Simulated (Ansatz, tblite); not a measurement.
**The cluster O3: charged states by level of theory**

Aim: the energy of removing and adding an electron for the cluster O3, by energy differences, and how well orbital energies stand in for it.

Computed with Ansatz 0.2.0, Gaussian basis. Level: as each input shows.

The runs, in order: charge +1 doublet, at the geometry of the singlet (PBE0-D4/def2-TZVP, PBE-D4/def2-TZVP, r2SCAN-D4/def2-TZVP, CCSD(T)/def2-TZVPP); charge -1 doublet, at the geometry of the singlet (PBE0-D4/def2-TZVPD, PBE-D4/def2-TZVPD, r2SCAN-D4/def2-TZVPD, CCSD(T)/def2-TZVPD); the starting singlet's energies come from earlier runs.

## 1. The structure

The singlet was relaxed beforehand with PBE-D4/def2-TZVP. At that level it is the lowest of the isomers that a small search found.

3 atoms, charge 0, spin multiplicity 1.

Atoms are counted from 1 here; the program's logs count them from 0.

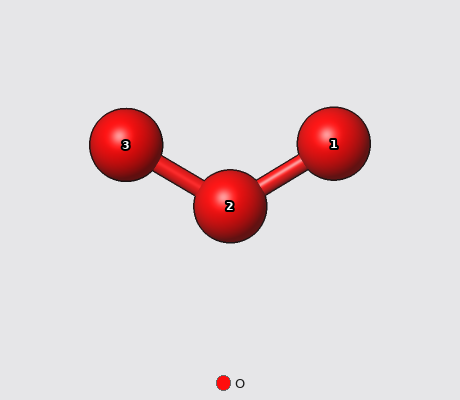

The geometry (oxygen red); atoms are numbered from 1 in the order of the file.

## 2. Charge +1 doublet at the fixed geometry, PBE0-D4/def2-TZVP

in.yaml

```yaml
crystal:
  periodic: [false, false, false]
  atoms:
    - {symbol: O, position_ang: [0.945504, -0.490708, 0.327845]}
    - {symbol: O, position_ang: [-0.238012, -0.022259, 0.363949]}
    - {symbol: O, position_ang: [-0.707492, 0.512977, -0.691784]}
basis:
  gaussian: {orbitals: def2-TZVP}
total_charge: 1
magnetization: {spin_polarized: true, initial_magnetization: 1}
hamiltonian: {xc: pbe0, dispersion: d4}
output: {orbitals: {seedname: orbitals}}
```

On the command line:

```console
$ ansatz run in.yaml --threads 2 --pin off --events-out ev --progress --plain --max-ram 4352MiB
```

The log of the run:

```text
Functional definition: PBE0
  name "PBE0"
  cite "Adamo & Barone, J. Chem. Phys. 110, 6158 (1999) doi:10.1063/1.478522"
  cite "Perdew, Burke & Ernzerhof, Phys. Rev. Lett. 77, 3865 (1996) doi:10.1103/PhysRevLett.77.3865"
  parent pbe
  parameter a = 0.25
  parameter kappa = 0.804
  parameter beta = 0.06672455060314922
  exchange = (1 - a)*pbe_x(kappa = kappa, mu = beta*pi^2/3) + a*exact_x
  correlation = pbe_c(beta = beta)
453 factors; their error is unknown
mean field evaluation 1: about -6115.3173 eV, gradient 2.5e1 eV
mean field evaluation 2: about -6112.8883 eV, gradient 3.7e1 eV
mean field evaluation 4: about -6117.0594 eV, gradient 8.6e-1 eV
mean field evaluation 8: about -6117.0859 eV, gradient 2.4e-2 eV
mean field evaluation 16: about -6117.0859 eV, gradient 8.9e-5 eV
mean field evaluation 32: about -6117.5887 eV, gradient 1.2e-3 eV
mean field evaluation 64: about -6116.9188 eV, gradient 6.9e0 eV
mean field evaluation 96: about -6117.2333 eV, gradient 1.3e0 eV
mean field -6117.58868333 eV, -224.8172374619 hartree, gradient 2.8e-5 eV, S^2 1.197201; 9 other end points of the search recorded, 0 dependent functions left out
reference -6117.58869337 eV, -224.8172378308 hartree; 12, 11 occupied and 81, 82 virtual orbitals, 453 factors
Total energy: -6117.60204633 eV, -224.8177285431 hartree
```

Run time: 9.5 s. Hardware: 2 threads of Arm Neoverse V1, shared host.

From the report: HOMO -19.28 eV, LUMO -15.49 eV (over both spins); ⟨S²⟩ 1.197 (pure: 0.75); the next solution that the search met lies 0.503 eV higher. Doubts: spin contamination.

## 3. Charge +1 doublet at the fixed geometry, PBE-D4/def2-TZVP

start.molden holds the orbitals of an earlier run on this state, given as this run's starting guess.

Changes to in.yaml since step 2:

```diff
@@ -7,6 +7,7 @@
 basis:
-  gaussian: {orbitals: def2-TZVP}
+  gaussian: {orbitals: def2-TZVP, initial_orbitals: start.molden}
 total_charge: 1
 magnetization: {spin_polarized: true, initial_magnetization: 1}
-hamiltonian: {xc: pbe0, dispersion: d4}
+hamiltonian: {xc: pbe, dispersion: d4}
+scf: {omitted_lower_state_checks: [starts]}
 output: {orbitals: {seedname: orbitals}}
```

Launched as before.

The log of the run:

```text
Functional definition: PBE
  name "PBE"
  cite "Perdew, Burke & Ernzerhof, Phys. Rev. Lett. 77, 3865 (1996) doi:10.1103/PhysRevLett.77.3865"
  parent pbe
  parameter kappa = 0.804
  parameter beta = 0.06672455060314922
  exchange = pbe_x(kappa = kappa, mu = beta*pi^2/3)
  correlation = pbe_c(beta = beta)
these checks for a lower state are left out or cut short: starts
453 factors; their error is unknown
mean field evaluation 1: about -6118.4554 eV, gradient 6.3e0 eV
mean field evaluation 2: about -6118.7501 eV, gradient 1.0e0 eV
mean field evaluation 4: about -6118.8757 eV, gradient 2.4e-1 eV
mean field evaluation 8: about -6118.8825 eV, gradient 3.9e-3 eV
mean field evaluation 16: about -6118.8825 eV, gradient 8.0e-6 eV
mean field -6118.88248956 eV, -224.8647839639 hartree, gradient 2.7e-7 eV, S^2 0.753939; 0 other end points of the search recorded, 0 dependent functions left out
reference -6118.88250282 eV, -224.8647844512 hartree; 12, 11 occupied and 81, 82 virtual orbitals, 453 factors
Total energy: -6118.89899632 eV, -224.8653905759 hartree
Checks for a lower state left out: starts
```

It took 2 s on 2 threads of Arm Neoverse V1, shared host.

From the report: HOMO -17.68 eV, LUMO -17.24 eV (over both spins); ⟨S²⟩ 0.754 (pure: 0.75).

## 4. Charge +1 doublet at the fixed geometry, r2SCAN-D4/def2-TZVP

Changes to in.yaml since step 3:

```diff
@@ -10,3 +10,3 @@
 magnetization: {spin_polarized: true, initial_magnetization: 1}
-hamiltonian: {xc: pbe, dispersion: d4}
+hamiltonian: {xc: r2scan, dispersion: d4}
 scf: {omitted_lower_state_checks: [starts]}
```

Launched as before.

The log of the run:

```text
Functional definition: r2SCAN
  name "r2SCAN"
  cite "Furness, Kaplan, Ning, Perdew & Sun, J. Phys. Chem. Lett. 11, 8208 (2020) doi:10.1021/acs.jpclett.0c02405"
  cite "Furness, Kaplan, Ning, Perdew & Sun, J. Phys. Chem. Lett. 11, 9248 (2020) doi:10.1021/acs.jpclett.0c03077"
  parent r2scan
  parameter k0 = 0.174
  parameter k1 = 0.065
  parameter a1 = 4.9479
  exchange = r2scan_x(k0 = k0, k1 = k1, a1 = a1)
  correlation = r2scan_c
these checks for a lower state are left out or cut short: starts
453 factors; their error is unknown
mean field evaluation 1: about -6121.3573 eV, gradient 3.8e0 eV
mean field evaluation 2: about -6121.4178 eV, gradient 1.8e-1 eV
mean field evaluation 4: about -6121.4183 eV, gradient 2.2e-1 eV
mean field evaluation 8: about -6121.4185 eV, gradient 1.5e-4 eV
mean field -6121.41847382 eV, -224.9579796664 hartree, gradient 2.0e-5 eV, S^2 1.078086; 0 other end points of the search recorded, 0 dependent functions left out
reference -6121.41847806 eV, -224.9579798224 hartree; 12, 11 occupied and 81, 82 virtual orbitals, 453 factors
Total energy: -6121.42228164 eV, -224.9581196012 hartree
Checks for a lower state left out: starts
```

It took 3.7 s on 2 threads of Arm Neoverse V1, shared host.

From the report: HOMO -17.86 eV, LUMO -16.62 eV (over both spins); ⟨S²⟩ 1.078 (pure: 0.75). Doubts: spin contamination.

## 5. Charge +1 doublet at the fixed geometry, CCSD(T)/def2-TZVPP

in.yaml

```yaml
crystal:
  periodic: [false, false, false]
  atoms:
    - {symbol: O, position_ang: [0.945504, -0.490708, 0.327845]}
    - {symbol: O, position_ang: [-0.238012, -0.022259, 0.363949]}
    - {symbol: O, position_ang: [-0.707492, 0.512977, -0.691784]}
basis:
  gaussian: {orbitals: def2-TZVPP, initial_orbitals: start.molden}
total_charge: 1
magnetization: {spin_polarized: true, initial_magnetization: 1}
correlation: {method: ccsd_t}
scf: {omitted_lower_state_checks: [starts, cluster_reference]}
output: {orbitals: {seedname: orbitals}}
```

The command is unchanged.

The log of the run (excerpt; [...] marks lines left out):

```text
Functional definition: HF
  name "HF"
  cite "Fock, Z. Phys. 61, 126 (1930) doi:10.1007/BF01340294"
  parent pbe
[...]
626 factors; integrals over basis functions are off by at most 9.5e-4 eV
[...]
mean field -6095.63788536 eV, -224.0105605153 hartree, gradient 2.9e-6 eV, S^2 1.654780; 0 other end points of the search recorded, 0 dependent functions left out
3 core orbitals not correlated: weight in the atoms' cores, before any rotation towards them, 1.000 or more for the frozen orbitals, at most 0.000 for the correlated occupied ones
reference -6095.63788536 eV, -224.0105605153 hartree; 9, 8 occupied and 81, 82 virtual orbitals, 626 factors
second order -16.03053046 eV of doubles, -0.00000000 eV of singles
cycle   1  -15.92249309 eV  change    1.1e-1 eV  update   1.3e-1
[...]
cycle  22  -17.04792795 eV  change   -9.6e-6 eV  update   7.4e-6
perturbative correction -0.92492678 eV, -0.0339904324 hartree
WARN: the results are in doubt because among natural orbitals full CI differs from the method by -0.140 eV
Total energy: -6113.61074009 eV, -224.6710507441 hartree
In doubt: among natural orbitals full CI differs from the method by -0.140 eV
Checks for a lower state left out: starts, cluster_reference
```

Wall time 7 s (2 threads of Arm Neoverse V1, shared host).

From the report: Hartree-Fock HOMO -23.95 eV, LUMO -8.83 eV (over both spins); ⟨S²⟩ 1.655 (pure: 0.75); T1 0.062. Doubts: state flagged by the program, large T1 diagnostic, spin contamination.

## 6. Vertical ionisation energy

Charged state less starting state, singlet to doublet; the starting state's energies are those of its earlier runs.

```
               level  vertical ionisation energy (eV)   time
      HF/def2-TZVPP†                            +9.27       
    PBE-D4/def2-TZVP                           +12.50  2.6 s
r2SCAN-D4/def2-TZVP†                           +12.50  4.8 s
  PBE0-D4/def2-TZVP†                           +12.48   10 s
     MP2/def2-TZVPP†                           +14.35       
    CCSD/def2-TZVPP†                           +12.45       
 CCSD(T)/def2-TZVPP†                           +12.81  9.2 s
```

Times add the two runs; a level without a time comes out of a correlated run. † marks a level with a doubtful state (flagged, unstable, out of aufbau order, or strongly spin-contaminated); such levels are left out of the summary. CCSD(T)/def2-TZVPP is no safe reference here (large T1 diagnostic, spin contamination, state flagged by the program).

Beside −ε(HOMO) of the starting state:

```
           level  −ε(HOMO) (eV)  by difference (eV)  mismatch (eV)
PBE-D4/def2-TZVP           7.81               12.50          -4.69
```

## 7. Charge -1 doublet at the fixed geometry, PBE0-D4/def2-TZVPD

in.yaml

```yaml
crystal:
  periodic: [false, false, false]
  atoms:
    - {symbol: O, position_ang: [0.945504, -0.490708, 0.327845]}
    - {symbol: O, position_ang: [-0.238012, -0.022259, 0.363949]}
    - {symbol: O, position_ang: [-0.707492, 0.512977, -0.691784]}
basis:
  gaussian: {orbitals: def2-TZVPD}
total_charge: -1
magnetization: {spin_polarized: true, initial_magnetization: 1}
hamiltonian: {xc: pbe0, dispersion: d4}
output: {orbitals: {seedname: orbitals}}
```

Launched as before.

The log of the run:

```text
Functional definition: PBE0
  name "PBE0"
  cite "Adamo & Barone, J. Chem. Phys. 110, 6158 (1999) doi:10.1063/1.478522"
  cite "Perdew, Burke & Ernzerhof, Phys. Rev. Lett. 77, 3865 (1996) doi:10.1103/PhysRevLett.77.3865"
  parent pbe
  parameter a = 0.25
  parameter kappa = 0.804
  parameter beta = 0.06672455060314922
  exchange = (1 - a)*pbe_x(kappa = kappa, mu = beta*pi^2/3) + a*exact_x
  correlation = pbe_c(beta = beta)
552 factors; their error is unknown
mean field evaluation 1: about -6127.3936 eV, gradient 3.9e1 eV
mean field evaluation 2: about -6118.5497 eV, gradient 7.0e1 eV
mean field evaluation 4: about -6132.3826 eV, gradient 4.1e0 eV
mean field evaluation 8: about -6132.4612 eV, gradient 2.0e-2 eV
mean field evaluation 16: about -6132.4612 eV, gradient 4.1e-5 eV
mean field -6132.46116225 eV, -225.3637909811 hartree, gradient 4.1e-5 eV, S^2 0.755324; 0 other end points of the search recorded, 0 dependent functions left out
reference -6132.46119163 eV, -225.3637920608 hartree; 13, 12 occupied and 107, 108 virtual orbitals, 552 factors
Total energy: -6132.48539812 eV, -225.3646816332 hartree
```

Run time: 1.4 s. Hardware: 2 threads of Arm Neoverse V1, shared host.

Report: HOMO 0.40 eV, LUMO 4.62 eV (over both spins); ⟨S²⟩ 0.755 (pure: 0.75). Doubts: highest occupied level lies above zero.

## 8. Charge -1 doublet at the fixed geometry, PBE-D4/def2-TZVPD

Changes to in.yaml since step 7:

```diff
@@ -7,6 +7,7 @@
 basis:
-  gaussian: {orbitals: def2-TZVPD}
+  gaussian: {orbitals: def2-TZVPD, initial_orbitals: start.molden}
 total_charge: -1
 magnetization: {spin_polarized: true, initial_magnetization: 1}
-hamiltonian: {xc: pbe0, dispersion: d4}
+hamiltonian: {xc: pbe, dispersion: d4}
+scf: {omitted_lower_state_checks: [starts]}
 output: {orbitals: {seedname: orbitals}}
```

The command is unchanged.

The log of the run:

```text
Functional definition: PBE
  name "PBE"
  cite "Perdew, Burke & Ernzerhof, Phys. Rev. Lett. 77, 3865 (1996) doi:10.1103/PhysRevLett.77.3865"
  parent pbe
  parameter kappa = 0.804
  parameter beta = 0.06672455060314922
  exchange = pbe_x(kappa = kappa, mu = beta*pi^2/3)
  correlation = pbe_c(beta = beta)
these checks for a lower state are left out or cut short: starts
552 factors; their error is unknown
mean field evaluation 1: about -6133.1955 eV, gradient 6.3e0 eV
mean field evaluation 2: about -6133.3037 eV, gradient 1.4e-1 eV
mean field evaluation 4: about -6133.2988 eV, gradient 1.1e-3 eV
mean field evaluation 8: about -6133.2988 eV, gradient 2.0e-5 eV
mean field -6133.29878045 eV, -225.3945728822 hartree, gradient 2.0e-5 eV, S^2 0.751963; 0 other end points of the search recorded, 0 dependent functions left out
reference -6133.29881553 eV, -225.3945741715 hartree; 13, 12 occupied and 107, 108 virtual orbitals, 552 factors
Total energy: -6133.32869903 eV, -225.3956723698 hartree
Checks for a lower state left out: starts
```

It took 1.2 s on 2 threads of Arm Neoverse V1, shared host.

Report: HOMO 2.20 eV, LUMO 3.39 eV (over both spins); ⟨S²⟩ 0.752 (pure: 0.75). Doubts: highest occupied level lies above zero.

## 9. Charge -1 doublet at the fixed geometry, r2SCAN-D4/def2-TZVPD

Changes to in.yaml since step 8:

```diff
@@ -10,3 +10,3 @@
 magnetization: {spin_polarized: true, initial_magnetization: 1}
-hamiltonian: {xc: pbe, dispersion: d4}
+hamiltonian: {xc: r2scan, dispersion: d4}
 scf: {omitted_lower_state_checks: [starts]}
```

The command is unchanged.

The log of the run:

```text
Functional definition: r2SCAN
  name "r2SCAN"
  cite "Furness, Kaplan, Ning, Perdew & Sun, J. Phys. Chem. Lett. 11, 8208 (2020) doi:10.1021/acs.jpclett.0c02405"
  cite "Furness, Kaplan, Ning, Perdew & Sun, J. Phys. Chem. Lett. 11, 9248 (2020) doi:10.1021/acs.jpclett.0c03077"
  parent r2scan
  parameter k0 = 0.174
  parameter k1 = 0.065
  parameter a1 = 4.9479
  exchange = r2scan_x(k0 = k0, k1 = k1, a1 = a1)
  correlation = r2scan_c
these checks for a lower state are left out or cut short: starts
552 factors; their error is unknown
mean field evaluation 1: about -6136.0192 eV, gradient 3.3e0 eV
mean field evaluation 2: about -6136.0481 eV, gradient 3.8e-2 eV
mean field evaluation 4: about -6136.0445 eV, gradient 1.9e-4 eV
mean field evaluation 8: about -6136.0445 eV, gradient 1.8e-5 eV
mean field -6136.04449925 eV, -225.4954761870 hartree, gradient 1.8e-5 eV, S^2 0.754352; 0 other end points of the search recorded, 0 dependent functions left out
reference -6136.04452167 eV, -225.4954770112 hartree; 13, 12 occupied and 107, 108 virtual orbitals, 552 factors
Total energy: -6136.05142341 eV, -225.4957306451 hartree
Checks for a lower state left out: starts
```

Wall time 2.4 s (2 threads of Arm Neoverse V1, shared host).

Report: HOMO 1.86 eV, LUMO 3.73 eV (over both spins); ⟨S²⟩ 0.754 (pure: 0.75). Doubts: highest occupied level lies above zero.

## 10. Charge -1 doublet at the fixed geometry, CCSD(T)/def2-TZVPD

Changes to in.yaml since step 9:

```diff
@@ -10,4 +10,4 @@
 magnetization: {spin_polarized: true, initial_magnetization: 1}
-hamiltonian: {xc: r2scan, dispersion: d4}
-scf: {omitted_lower_state_checks: [starts]}
+correlation: {method: ccsd_t}
+scf: {omitted_lower_state_checks: [starts, cluster_reference]}
 output: {orbitals: {seedname: orbitals}}
```

The command is unchanged.

The log of the run (excerpt; [...] marks lines left out):

```text
Functional definition: HF
  name "HF"
  cite "Fock, Z. Phys. 61, 126 (1930) doi:10.1007/BF01340294"
  parent pbe
[...]
759 factors; integrals over basis functions are off by at most 4.5e-4 eV
[...]
mean field -6107.95850460 eV, -224.4633349212 hartree, gradient 2.4e-6 eV, S^2 0.777485; 0 other end points of the search recorded, 0 dependent functions left out
3 core orbitals not correlated: weight in the atoms' cores, before any rotation towards them, 1.000 or more for the frozen orbitals, at most 0.000 for the correlated occupied ones
reference -6107.95850460 eV, -224.4633349212 hartree; 10, 9 occupied and 107, 108 virtual orbitals, 759 factors
second order -19.47420667 eV of doubles, -0.00000000 eV of singles
cycle   1  -18.66380208 eV  change    8.1e-1 eV  update   1.3e-1
[...]
cycle  13  -19.46285536 eV  change    7.3e-6 eV  update   7.3e-6
perturbative correction -0.89283748 eV, -0.0328111721 hartree
Total energy: -6128.31419744 eV, -225.2113928355 hartree
Checks for a lower state left out: starts, cluster_reference
```

Wall time 9.5 s (2 threads of Arm Neoverse V1, shared host); peak memory 0.76 GiB.

Report: Hartree-Fock HOMO -3.53 eV, LUMO 6.31 eV (over both spins); ⟨S²⟩ 0.777 (pure: 0.75); T1 0.027.

## 11. Vertical electron affinity

Starting state less charged state (positive: the electron is bound), singlet to doublet; the starting state's energies are those of its earlier runs.

```
               level  vertical electron affinity (eV)   time
      HF/def2-TZVPD†                            +3.01       
   PBE-D4/def2-TZVPD                            +1.87  1.9 s
r2SCAN-D4/def2-TZVPD                            +2.08  3.8 s
  PBE0-D4/def2-TZVPD                            +2.35  2.2 s
     MP2/def2-TZVPD†                            +1.25       
    CCSD/def2-TZVPD†                            +2.14       
 CCSD(T)/def2-TZVPD†                            +1.72   13 s
```

Times add the two runs; a level without a time comes out of a correlated run. † marks a level with a doubtful state (flagged, unstable, out of aufbau order, or strongly spin-contaminated); such levels are left out of the summary. CCSD(T)/def2-TZVPD is no safe reference here (large T1 diagnostic, state flagged by the program).

Beside −ε(LUMO) of the starting state:

```
               level  −ε(LUMO) (eV)  by difference (eV)  mismatch (eV)
   PBE-D4/def2-TZVPD           6.17                1.87          +4.30
r2SCAN-D4/def2-TZVPD           6.21                2.08          +4.12
  PBE0-D4/def2-TZVPD           5.24                2.35          +2.90
```

## 12. Outcome

```
                                             quantity                               value
 vertical ionisation energy, functionals in def2-TZVP                   12.50 eV (PBE-D4)
vertical electron affinity, functionals in def2-TZVPD  1.87 (PBE-D4) to 2.35 eV (PBE0-D4)
```

What this shows: The vertical ionisation energy is 12.50 eV at PBE-D4/def2-TZVP. The vertical electron affinity spans 1.87 to 2.35 eV over the functionals. The anion's highest level lies above zero where self-interaction lifts it, so diffuse functions weigh on these values. −ε(LUMO) misses the level's own difference by +2.90 eV at best (PBE0-D4) and +4.30 eV at worst (PBE-D4).
